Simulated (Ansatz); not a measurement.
Bond-angle distributions (per cent of the angles at each element, bins of 10°) of a relaxed model of amorphous Si₂₄O₅₁Y₂ at 2.28 g/cm³. Calculation: PBE, scalar-relativistic without spin-orbit coupling (plane waves to 420 eV, PAW; Ansatz, a quantum-chemistry and plane-wave program).

It comes from a melt-quench run on a machine-learned potential (CHGNet), relaxed afterwards by DFT. O atoms were pushed apart under 1.9 Å during the dynamics, to hinder bonds among them. The hot cell started wider than the set density and was brought back towards it in steps. It is the lowest in DFT energy of 2 quenches. It is a model cell: composition and starting density were chosen by hand, and all elements were melted together. No dispersion term was used. Its density started from a set value of 2.38 and ended at 2.28 g/cm³. The simulated quench (nominally 400 K/ps over its main leg) is rapid and tends to freeze in more defects than a deposited or slowly cooled glass has. One small periodic cell is one sample of the glass; other quenches scatter about these values. Volume and shape were free in the relaxation.

Cut-offs for bonds: Si-Si 2.60 Å, Si-O 1.92 Å, Si-Y 3.09 Å, O-O 1.58 Å, O-Y 2.82 Å, Y-Y 3.74 Å. Two cations that share two anions don't count as bonded, nor two that share one unless they lie closer than Si-Si 2.38 Å, Si-Y 3.01 Å, Y-Y 3.64 Å.

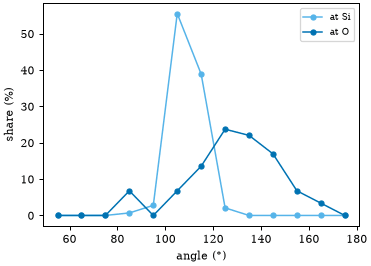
*Bond-angle distributions*

They go with these counts of neighbours within the cut-offs, cation contacts included: Si mean 4.0, most often 4; O mean 2.1, most often 2.
